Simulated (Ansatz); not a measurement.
```xyz
10

Si   -0.0840   -0.2936   -0.0083
S     1.7809   -0.8513   -0.9229
H    -0.7464   -1.5671    0.3856
N    -0.0807    0.6358    1.4237
N    -0.7885    0.6856   -1.2112
H     1.8794   -2.0027   -0.2397
H     0.3851    1.5293    1.4500
H    -0.0312    0.1699    2.3151
H    -0.7110    0.4546   -2.1869
H    -1.6033    1.2394   -1.0053
```

The reactant side of a reaction path; geometry: PBE0-D4/def2-TZVP.

Computed with RKS PBE0-D4/def2-TZVPP in Ansatz 0.2.0.

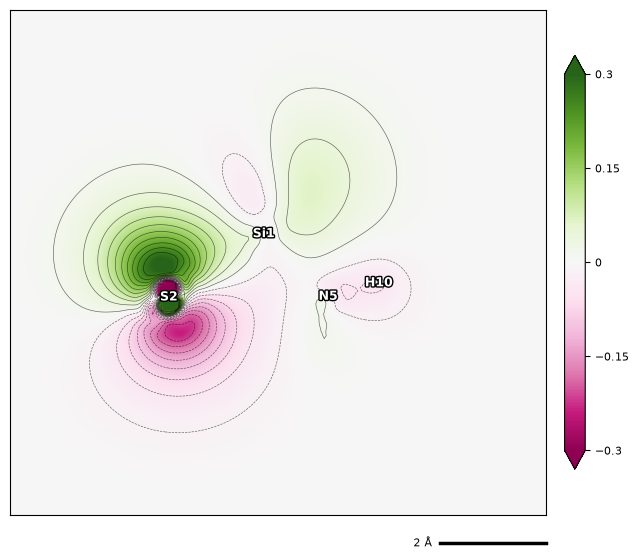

H6N2SSi. The HOMO on the plane of atoms S2, Si1 and N5 (values in Å⁻³ᐟ²; the overall sign is arbitrary).

Question: Where does this orbital lie, and at what energy?

Answer: Its weight (Hirshfeld) is mainly on S2 (about 65 %) and N4 (about 20 %); largely a lone pair of S2. Its energy is −7.06 eV.
